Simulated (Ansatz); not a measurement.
F4H2W···PH3

```xyz
11

W     0.0131    0.1206   -0.1063
F    -0.7963    0.6775    1.4819
F     1.4503   -0.0358   -1.3083
F    -0.2831    1.9056   -0.6278
H    -1.2371   -1.0102   -0.0296
F     0.8972   -1.2772    0.7901
H    -0.8533   -0.1346   -1.5304
P     2.4539    1.9061    1.9250
H     2.9596    0.6111    1.5525
H     2.2940    2.3355    0.5610
H     1.1009    1.4600    2.0482
```

Core potentials replace the inner electrons of W; not at a stationary point (largest force 0.6 eV/Å).

Computed with Ansatz 0.2.0, RKS PBE/def2-SVP.

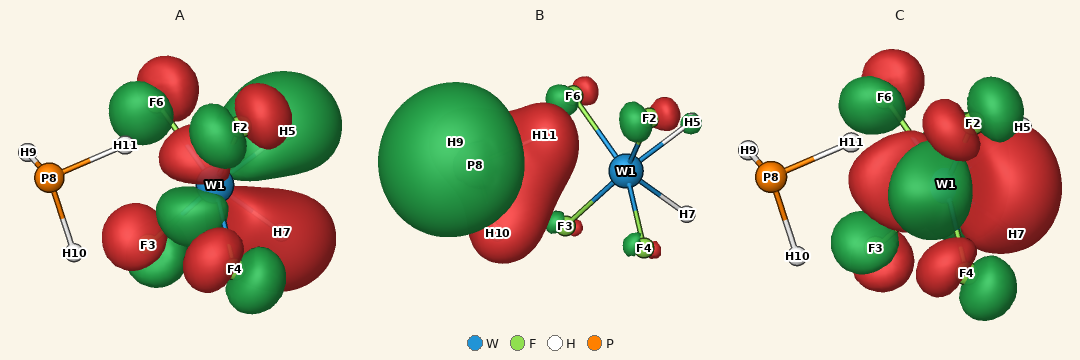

Figure 1. Three frontier orbitals at ±0.1 Å⁻³ᐟ² (green and red are the two phases), in no order.

**Order the three orbitals by energy and name them.**

A is the HOMO−1 (−7.66 eV). By Hirshfeld shares it lies mainly on W1 (about 30 %), H7 (about 15 %), H5 (about 15 %), F3 (about 10 %), F6 (about 10 %) and F4 (about 10 %). B is the HOMO (−7.11 eV). It lies mainly on P8 (about 80 %); largely a lone pair of P8. C is the LUMO (−4.87 eV). It lies mainly on W1 (about 65 %), F3 (about 5 %), F4 (about 5 %), F6 (about 5 %) and F2 (about 5 %).

**What is the HOMO–LUMO gap?**

2.24 eV between the orbital energies.

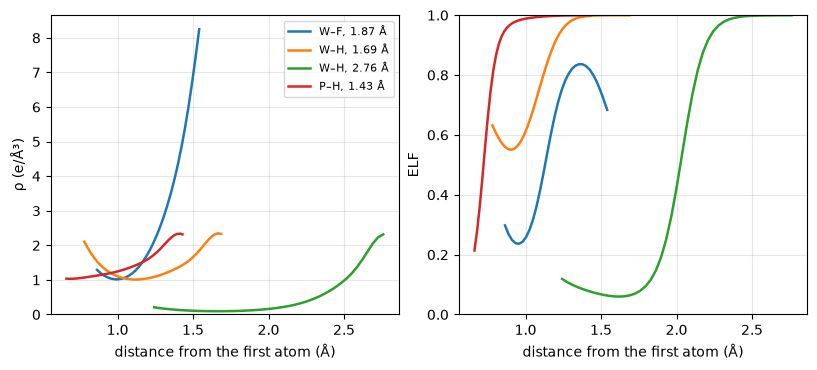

Figure 2. Electron density and ELF along straight lines between neighbouring atoms. The curves leave out the atomic cores.

**Compare the contacts.**

W–F (1.87 Å): ρ at the midpoint is about 1.1 e/Å³; the ELF peaks at about 0.85 in the valence shell of F, 0.5 Å from its nucleus, and drops to about 0.25 between the two atoms.
W–H (1.69 Å): ρ is about 1.7 e/Å³ halfway; the ELF climbs to about 1 towards the hydrogen.
W1···H11 (2.76 Å): the density falls to about 0.1 e/Å³ on the way; the ELF dips to about 0.05 between them.
P–H (1.43 Å): ρ at the midpoint is about 1 e/Å³; the ELF climbs to about 1 towards the hydrogen.

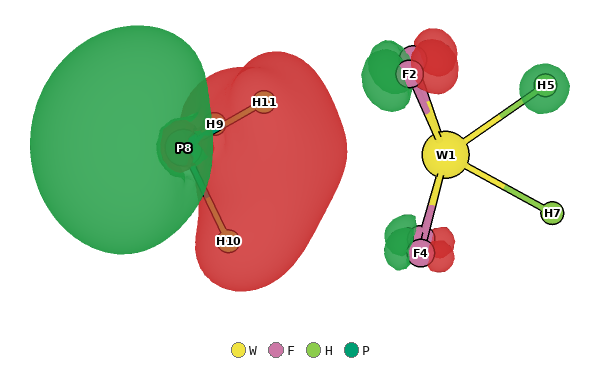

Figure 3. The HOMO at ±0.08 Å⁻³ᐟ² (green and red are the two phases), seen across its widest extent.

**Where does this orbital lie, and at what energy?**

It lies mainly on P8 (about 80 %); largely a lone pair of P8. Its energy is −7.11 eV.
